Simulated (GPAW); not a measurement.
**Run report: SiHOF2, geometry relaxation (part 4 of 5)**

Continued. System: SiHOF2, multiplicity 2, SMILES [O][SiH](F)F. Method: BLYP/real-space grid, UKS, dispersion D3(BJ), scalar-relativistic datasets (GPAW 26.7.0). The atoms were displaced at random from an optimised geometry.

Geometry of the input (Å):
```
O  0.0000  0.0000  0.0000
Si 1.4743  0.0000  0.0000
F  2.3356  1.3087  0.0000
F  2.5152  -1.1340  0.7382
H  1.5642  -0.5177  -1.5482
```

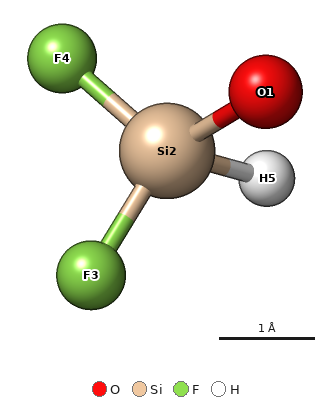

Figure 1. The geometry at step 6 of the log (ball-and-stick view, seen at a tilt; atoms are numbered from 1 in the order of the input).

### Log, continued
```
Fermi levels: -4.128, -7.891
Eigenvalues  # (at kpt = [0.000, 0.000, 0.000])
| band index |      eig [eV] | occ [0-1] |      eig [eV] | occ [0-1] |
|------------|---------------|-----------|---------------|-----------|
|          0 |       -30.511 |     1.000 |       -30.497 |     1.000 |
|        ... |               |           |               |           |
|          5 |       -12.209 |     1.000 |       -11.953 |     1.000 |
|          6 |       -11.600 |     1.000 |       -11.500 |     1.000 |
|          7 |       -10.930 |     1.000 |       -10.783 |     1.000 |
|          8 |       -10.793 |     1.000 |       -10.520 |     1.000 |
|          9 |       -10.469 |     1.000 |       -10.454 |     1.000 |
|         10 |       -10.055 |     1.000 |        -9.308 |     1.000 |
|         11 |        -9.424 |     1.000 |        -8.333 |     1.000 |
|         12 |        -8.816 |     1.000 |        -7.449 |     0.000 |
|         13 |        -0.806 |     0.000 |        -0.681 |     0.000 |
|         14 |        -0.348 |     0.000 |        -0.306 |     0.000 |
|         15 |        -0.213 |     0.000 |        -0.140 |     0.000 |
|         16 |        -0.005 |     0.000 |         0.048 |     0.000 |

Gap: 6.643 eV
Transition (v -> c):
  (s=1, k=0, n=12, [0.00, 0.00, 0.00]) -> (s=0, k=0, n=13, [0.00, 0.00, 0.00])
No difference between direct/indirect transitions
vacuum-level: 0.000  # V

Forces  # eV/Ang
|        x |        y |        z |
|----------|----------|----------|
|  0.01573 |  0.00567 |  0.00318 |  # O    0
|  0.01985 |  0.00915 |  0.00695 |  # Si   1
| -0.00527 | -0.02164 | -0.00503 |  # F    2
|  0.01094 |  0.05250 |  0.00362 |  # F    3
| -0.00261 | -0.01483 |  0.00403 |  # H    4

Force computation time: 0.157  # s
BFGS:   20 00:18:57      -25.131953        0.059225
         .------------------------------.
        /|                              |
       / |                              |
      /  |                              |
     /   |                              |
    /    |                              |
   /     |                              |
  /      |                              |
 *       |                              |
 |       |                              |
 |       |              F               |
 |       |       O   SiF                |
 |       |                              |
 |       |           H                  |
 |       |                              |
 |       .------------------------------.
 |      /                              /
 |     /                              /
 |    /                              /
 |   /                              /
 |  /                              /
 | /                              /
 |/                              /
 *------------------------------*

Atoms  # Å, Bohr magnetons
|   | symbol |        x |        y |        z |    initial magnetic moments |
|---|--------|----------|----------|----------|-----------------------------|
| 0 |      O | 4.974463 | 6.124331 | 6.680614 | ( 0.0000,  0.0000,  0.4889) |
| 1 |     Si | 6.604349 | 6.073108 | 6.395082 | ( 0.0000,  0.0000,  0.0073) |
| 2 |      F | 7.353693 | 7.488612 | 6.559704 | ( 0.0000,  0.0000,  0.0051) |
| 3 |      F | 7.411307 | 5.046804 | 7.337557 | ( 0.0000,  0.0000,  0.0049) |
| 4 |      H | 6.600879 | 5.620565 | 4.977716 | ( 0.0000,  0.0000,  0.0350) |

Unit cell  # Å
| periodic |         x |         y |         z |   lengths |    angles |
|----------|-----------|-----------|-----------|-----------|-----------|
|       no | 12.515240 |  0.000000 |  0.000000 | 12.515240 | 90.000000 |
|       no |  0.000000 | 12.442655 |  0.000000 | 12.442655 | 90.000000 |
|       no |  0.000000 |  0.000000 | 12.286395 | 12.286395 | 90.000000 |

Initialization done in: 2.242 s

convergence criteria:
- Maximum [total energy] change in last 3 cyles: 0.0005 eV / valence electron
- Maximum integral of absolute [dens]ity change: 0.0001 electrons / valence electron
- Maximum integral of absolute [eigenst]ate change: 4e-08 eV^2 / valence electron
maximum number of iterations: 100

SCF iterations
|iter     |     time |      energy | eigst |  dens |  magmom |
|---------|----------|-------------|-------|-------|---------|
|iter:   1| 00:19:01 |  -25.068643 | -2.63 |       |  +1.0001|
|iter:   2| 00:19:05 |  -25.064612 | -3.58 | -3.13 |  +1.0001|
|iter:   3| 00:19:09 |  -25.020484 | -3.04 | -3.15 |  +1.0001|
|iter:   4| 00:19:13 |  -25.017260 | -3.77 | -3.21 |  +1.0001|
|iter:   5| 00:19:17 |  -24.993361 | -3.84 | -3.68 |  +1.0000|
|iter:   6| 00:19:21 |  -24.990686 | -5.09 | -3.83 |  +1.0000|
|iter:   7| 00:19:26 |  -24.989576c| -5.00 | -3.99 |  +1.0000|
|iter:   8| 00:19:30 |  -24.987508c| -5.56 | -4.29c|  +1.0000|
|iter:   9| 00:19:34 |  -24.986516c| -6.21 | -4.33c|  +1.0000|
|iter:  10| 00:19:38 |  -24.987932c| -5.84 | -4.56c|  +1.0000|
|iter:  11| 00:19:42 |  -24.987931c| -6.54 | -4.57c|  +1.0000|
|iter:  12| 00:19:46 |  -24.988101c| -6.51 | -4.76c|  +1.0000|
|iter:  13| 00:19:51 |  -24.988135c| -7.00 | -5.45c|  +1.0000|
|iter:  14| 00:19:55 |  -24.988119c| -7.79c| -5.70c|  +1.0000|

Converged in 14 steps
SCF loop duration: 55.444 s (3.960 s/step)
Energy contributions relative to reference atoms: (reference = -15379.560081)

Energy contributions:
  Kinetic:          26.888082
  Coulomb:         -27.863372
  Zero:              0.447255
  External:          0.000000
  Xc:              -24.460083
  Entropy:           0.000000
  Spinorbit:         0.000000
  ----------------------------
  Free energy:     -24.988119
  Extrapolated:    -24.988119

dipole moment: (0.087492, -0.071062, -0.233550)  # |e|*Ang

Total magnetic moment: (0.000000, 0.000000, 1.000000)

Local magnetic moments
|        x |        y |        z |
|----------|----------|----------|
| 0.000000 | 0.000000 | 0.488997 |  # O    0
| 0.000000 | 0.000000 | 0.007303 |  # Si   1
| 0.000000 | 0.000000 | 0.005098 |  # F    2
| 0.000000 | 0.000000 | 0.004870 |  # F    3
| 0.000000 | 0.000000 | 0.034977 |  # H    4

Fermi levels: -4.127, -7.891
Eigenvalues  # (at kpt = [0.000, 0.000, 0.000])
| band index |      eig [eV] | occ [0-1] |      eig [eV] | occ [0-1] |
|------------|---------------|-----------|---------------|-----------|
|          0 |       -30.511 |     1.000 |       -30.497 |     1.000 |
|        ... |               |           |               |           |
|          5 |       -12.209 |     1.000 |       -11.953 |     1.000 |
|          6 |       -11.600 |     1.000 |       -11.501 |     1.000 |
|          7 |       -10.930 |     1.000 |       -10.781 |     1.000 |
|          8 |       -10.791 |     1.000 |       -10.521 |     1.000 |
|          9 |       -10.466 |     1.000 |       -10.451 |     1.000 |
|         10 |       -10.055 |     1.000 |        -9.308 |     1.000 |
|         11 |        -9.424 |     1.000 |        -8.333 |     1.000 |
|         12 |        -8.816 |     1.000 |        -7.448 |     0.000 |
|         13 |        -0.807 |     0.000 |        -0.681 |     0.000 |
|         14 |        -0.351 |     0.000 |        -0.309 |     0.000 |
|         15 |        -0.213 |     0.000 |        -0.140 |     0.000 |
|         16 |        -0.006 |     0.000 |         0.048 |     0.000 |

Gap: 6.641 eV
Transition (v -> c):
  (s=1, k=0, n=12, [0.00, 0.00, 0.00]) -> (s=0, k=0, n=13, [0.00, 0.00, 0.00])
No difference between direct/indirect transitions
vacuum-level: 0.000  # V

Forces  # eV/Ang
|        x |        y |        z |
|----------|----------|----------|
|  0.03001 |  0.00475 | -0.00398 |  # O    0
|  0.01311 | -0.00617 |  0.01460 |  # Si   1
| -0.03568 | -0.02456 | -0.01362 |  # F    2
| -0.00569 |  0.02153 | -0.00409 |  # F    3
|  0.00034 | -0.00709 |  0.00561 |  # H    4

Force computation time: 0.146  # s
BFGS:   21 00:19:55      -25.132153        0.054750
         .------------------------------.
        /|                              |
       / |                              |
      /  |                              |
     /   |                              |
    /    |                              |
   /     |                              |
  /      |                              |
 *       |                              |
 |       |                              |
 |       |              F               |
 |       |       O   SiF                |
 |       |                              |
 |       |           H                  |
 |       |                              |
 |       .------------------------------.
 |      /                              /
 |     /                              /
 |    /                              /
 |   /                              /
 |  /                              /
 | /                              /
 |/                              /
 *------------------------------*

Atoms  # Å, Bohr magnetons
|   | symbol |        x |        y |        z |    initial magnetic moments |
|---|--------|----------|----------|----------|-----------------------------|
| 0 |      O | 4.975654 | 6.124657 | 6.681068 | ( 0.0000,  0.0000,  0.4890) |
| 1 |     Si | 6.605039 | 6.073494 | 6.395440 | ( 0.0000,  0.0000,  0.0073) |
| 2 |      F | 7.353507 | 7.488891 | 6.559373 | ( 0.0000,  0.0000,  0.0051) |
| 3 |      F | 7.411811 | 5.047318 | 7.337473 | ( 0.0000,  0.0000,  0.0049) |
| 4 |      H | 6.601122 | 5.620197 | 4.978590 | ( 0.0000,  0.0000,  0.0350) |

Unit cell  # Å
| periodic |         x |         y |         z |   lengths |    angles |
|----------|-----------|-----------|-----------|-----------|-----------|
|       no | 12.515240 |  0.000000 |  0.000000 | 12.515240 | 90.000000 |
|       no |  0.000000 | 12.442655 |  0.000000 | 12.442655 | 90.000000 |
|       no |  0.000000 |  0.000000 | 12.286395 | 12.286395 | 90.000000 |

Initialization done in: 2.248 s

convergence criteria:
- Maximum [total energy] change in last 3 cyles: 0.0005 eV / valence electron
- Maximum integral of absolute [dens]ity change: 0.0001 electrons / valence electron
- Maximum integral of absolute [eigenst]ate change: 4e-08 eV^2 / valence electron
maximum number of iterations: 100

SCF iterations
```

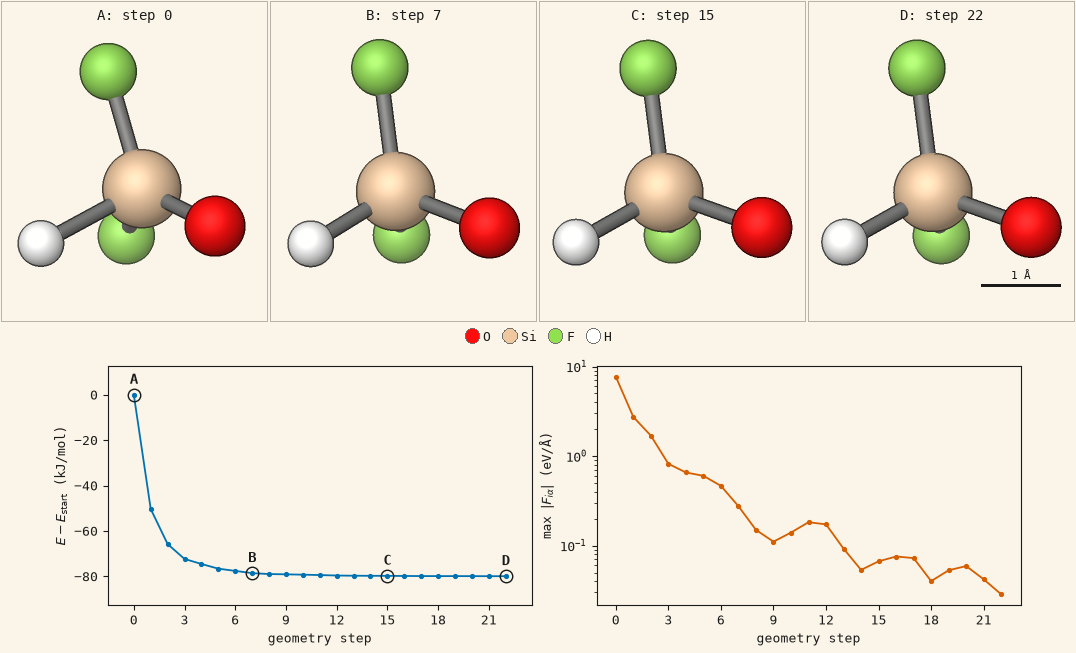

Figure 2. Frames of the relaxation (ball-and-stick view, seen at an oblique angle) above the curves, on which the letters mark them (steps are counted from 0).

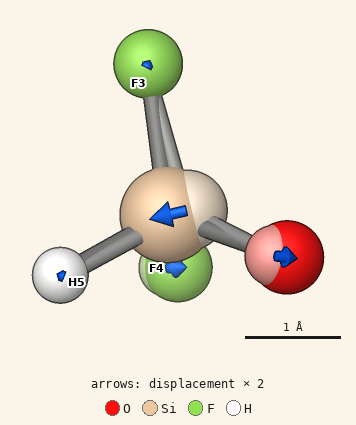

Figure 3. Start (faint) and end (solid) with the displacements as blue arrows, magnified 2 times (ball-and-stick view, seen at an oblique angle). The two geometries are laid on each other by the best rigid fit. Over 22 geometry steps the energy falls by 79.9 kJ/mol. Largest force component: 7.7 eV/Å at the start, 0.029 eV/Å at the end. The largest move after the best rigid fit is that of Si2, 0.21 Å. Largest moves by element: Si 0.21 Å, O 0.13 Å, F 0.12 Å, H 0.04 Å. Among the contacts that change: O1–Si2 1.474 → 1.655 Å, Si2–H5 1.635 → 1.488 Å, Si2–F4 1.707 → 1.610 Å, Si2–F3 1.567 → 1.609 Å. Among the angles that change: O1–Si2–F4 127.6° → 114.3°, F4–Si2–H5 99.5° → 111.4°, O1–Si2–F3 123.4° → 114.4°. (Atoms are counted from 1 in the order of the input.)

```
|iter     |     time |      energy | eigst |  dens |  magmom |
|---------|----------|-------------|-------|-------|---------|
|iter:   1| 00:19:59 |  -24.919482 | -3.59 |       |  +1.0001|
|iter:   2| 00:20:03 |  -24.922914 | -4.57 | -3.55 |  +1.0001|
|iter:   3| 00:20:07 |  -24.960002 | -3.93 | -3.56 |  +1.0001|
|iter:   4| 00:20:11 |  -24.964444 | -4.91 | -3.67 |  +1.0001|
|iter:   5| 00:20:15 |  -24.986684 | -4.91 | -4.12c|  +1.0000|
|iter:   6| 00:20:19 |  -24.985996 | -5.93 | -4.18c|  +1.0000|
|iter:   7| 00:20:23 |  -24.987464c| -5.81 | -4.42c|  +1.0000|
|iter:   8| 00:20:27 |  -24.988742c| -6.75 | -4.72c|  +1.0000|
|iter:   9| 00:20:31 |  -24.988313c| -7.15 | -4.91c|  +1.0000|
|iter:  10| 00:20:36 |  -24.988501c| -7.18 | -5.25c|  +1.0000|
|iter:  11| 00:20:40 |  -24.988158c| -7.41c| -5.27c|  +1.0000|

Converged in 11 steps
SCF loop duration: 42.734 s (3.885 s/step)
Energy contributions relative to reference atoms: (reference = -15379.560081)

Energy contributions:
  Kinetic:          26.989271
  Coulomb:         -27.944338
  Zero:              0.447229
  External:          0.000000
  Xc:              -24.480321
  Entropy:           0.000000
  Spinorbit:         0.000000
  ----------------------------
  Free energy:     -24.988158
  Extrapolated:    -24.988158

dipole moment: (0.088227, -0.070769, -0.233146)  # |e|*Ang

Total magnetic moment: (0.000000, 0.000000, 1.000000)

Local magnetic moments
|        x |        y |        z |
|----------|----------|----------|
| 0.000000 | 0.000000 | 0.488855 |  # O    0
| 0.000000 | 0.000000 | 0.007369 |  # Si   1
| 0.000000 | 0.000000 | 0.005101 |  # F    2
| 0.000000 | 0.000000 | 0.004868 |  # F    3
| 0.000000 | 0.000000 | 0.035047 |  # H    4

Fermi levels: -4.126, -7.890
Eigenvalues  # (at kpt = [0.000, 0.000, 0.000])
| band index |      eig [eV] | occ [0-1] |      eig [eV] | occ [0-1] |
|------------|---------------|-----------|---------------|-----------|
|          0 |       -30.515 |     1.000 |       -30.501 |     1.000 |
|        ... |               |           |               |           |
|          5 |       -12.211 |     1.000 |       -11.956 |     1.000 |
|          6 |       -11.602 |     1.000 |       -11.503 |     1.000 |
|          7 |       -10.932 |     1.000 |       -10.784 |     1.000 |
|          8 |       -10.794 |     1.000 |       -10.522 |     1.000 |
|          9 |       -10.469 |     1.000 |       -10.454 |     1.000 |
|         10 |       -10.054 |     1.000 |        -9.307 |     1.000 |
|         11 |        -9.423 |     1.000 |        -8.332 |     1.000 |
|         12 |        -8.815 |     1.000 |        -7.447 |     0.000 |
|         13 |        -0.805 |     0.000 |        -0.679 |     0.000 |
|         14 |        -0.348 |     0.000 |        -0.306 |     0.000 |
|         15 |        -0.211 |     0.000 |        -0.139 |     0.000 |
|         16 |        -0.004 |     0.000 |         0.049 |     0.000 |

Gap: 6.643 eV
Transition (v -> c):
  (s=1, k=0, n=12, [0.00, 0.00, 0.00]) -> (s=0, k=0, n=13, [0.00, 0.00, 0.00])
No difference between direct/indirect transitions
vacuum-level: 0.000  # V

Forces  # eV/Ang
|        x |        y |        z |
|----------|----------|----------|
|  0.01186 |  0.00537 | -0.00571 |  # O    0
|  0.00725 | -0.01307 |  0.00706 |  # Si   1
| -0.02285 | -0.01188 | -0.01212 |  # F    2
|  0.00182 |  0.00720 |  0.00480 |  # F    3
|  0.00023 | -0.00732 | -0.00064 |  # H    4

Force computation time: 0.152  # s
BFGS:   22 00:20:40      -25.132209        0.037188
Converged: True
Final energy: -25.13221 eV
r(Si1-O0) = 1.6550 Ang
r(F3-Si1) = 1.6098 Ang
```

### Trajectory as extended XYZ (Å, eV, eV/Å), 20 of the 23 frames kept, from step=0 to step=22
```
5
Properties=species:S:1:pos:R:3:forces:R:3 step=0 energy=-24.30408
O     5.0000    6.1340    6.5482   -6.5082  -0.1448   0.1771
Si    6.4742    6.1340    6.5482    7.7014  -2.8429  -0.3076
F     7.3356    7.4427    6.5482    0.6995   1.3346   0.2497
F     7.5152    5.0000    7.2864   -1.6590   1.4576  -0.6868
H     6.5642    5.6162    5.0000   -0.3042   0.1580   0.6000
5
Properties=species:S:1:pos:R:3:forces:R:3 step=1 energy=-24.82531
O     4.9070    6.1319    6.5507    1.7701  -0.1498   0.4340
Si    6.5843    6.0934    6.5438   -2.4783  -1.1087  -2.7340
F     7.3456    7.4617    6.5517    0.7454   1.5035   0.4993
F     7.4915    5.0208    7.2766    0.1208  -0.4008   0.8284
H     6.5598    5.6185    5.0086   -0.1316   0.2689   1.0055
5
Properties=species:S:1:pos:R:3:forces:R:3 step=2 energy=-24.98552
O     4.9182    6.1299    6.5561    0.9007  -0.1654   0.3765
Si    6.5665    6.0760    6.5110   -0.3770   0.0994  -1.6902
F     7.3554    7.4815    6.5580   -0.1541  -0.0384   0.3460
F     7.4905    5.0183    7.2853   -0.2741  -0.0182   0.4245
H     6.5578    5.6219    5.0214   -0.1255   0.1339   0.5777
5
Properties=species:S:1:pos:R:3:forces:R:3 step=3 energy=-25.05346
O     4.9334    6.1258    6.5656    0.1051  -0.1441   0.3344
Si    6.5630    6.0724    6.4677    0.8188   0.1337  -0.3812
F     7.3544    7.4853    6.5670   -0.3175  -0.3462   0.1791
F     7.4825    5.0189    7.2955   -0.5631   0.3494  -0.0481
H     6.5544    5.6256    5.0369   -0.0778  -0.0536  -0.1036
5
Properties=species:S:1:pos:R:3:forces:R:3 step=5 energy=-25.09786
O     4.9527    6.1160    6.5894    0.0847  -0.0323   0.1962
Si    6.5890    6.0718    6.4244    0.0679   0.0702   0.1998
F     7.3447    7.4802    6.5812    0.0561   0.0821   0.0234
F     7.4510    5.0332    7.3023   -0.2193  -0.0465   0.1369
H     6.5492    5.6232    5.0342    0.0396  -0.1702  -0.6013
5
Properties=species:S:1:pos:R:3:forces:R:3 step=6 energy=-25.10799
O     4.9603    6.1127    6.5997    0.0730  -0.0019   0.1668
Si    6.5969    6.0736    6.4167   -0.1983  -0.0475   0.0757
F     7.3429    7.4798    6.5855    0.1594   0.2349   0.0072
F     7.4383    5.0361    7.3068   -0.0489  -0.1177   0.1463
H     6.5486    5.6192    5.0217    0.0779  -0.1086  -0.4641
5
Properties=species:S:1:pos:R:3:forces:R:3 step=7 energy=-25.11822
O     4.9695    6.1089    6.6150    0.0098   0.0230   0.1280
Si    6.6034    6.0745    6.4073   -0.2752  -0.0699  -0.0677
F     7.3433    7.4834    6.5908    0.1414   0.1841  -0.0270
F     7.4229    5.0379    7.3142    0.0581  -0.1094   0.1705
H     6.5495    5.6132    5.0001    0.1117  -0.0098  -0.2065
5
Properties=species:S:1:pos:R:3:forces:R:3 step=8 energy=-25.12241
O     4.9754    6.1063    6.6286   -0.0723   0.0485   0.0787
Si    6.6059    6.0745    6.3982   -0.1496  -0.0659  -0.0463
F     7.3450    7.4876    6.5942    0.0618   0.0281  -0.0788
F     7.4120    5.0381    7.3226    0.0672  -0.0360   0.0786
H     6.5521    5.6091    4.9822    0.1220   0.0588  -0.0202
5
Properties=species:S:1:pos:R:3:forces:R:3 step=9 energy=-25.12366
O     4.9737    6.1072    6.6304   -0.0700   0.0441   0.0806
Si    6.6037    6.0738    6.3986   -0.0488  -0.0448  -0.0312
F     7.3463    7.4883    6.5927    0.0125  -0.0479  -0.0831
F     7.4128    5.0372    7.3243    0.0111   0.0272   0.0249
H     6.5546    5.6096    4.9798    0.1105   0.0639   0.0184
5
Properties=species:S:1:pos:R:3:forces:R:3 step=10 energy=-25.12527
O     4.9699    6.1094    6.6352   -0.0402   0.0329   0.0715
Si    6.6001    6.0717    6.3984    0.0689   0.0047  -0.0030
F     7.3482    7.4877    6.5887   -0.0517  -0.1397  -0.0932
F     7.4137    5.0370    7.3272   -0.0575   0.0947  -0.0336
H     6.5605    5.6118    4.9767    0.0880   0.0598   0.0527
```
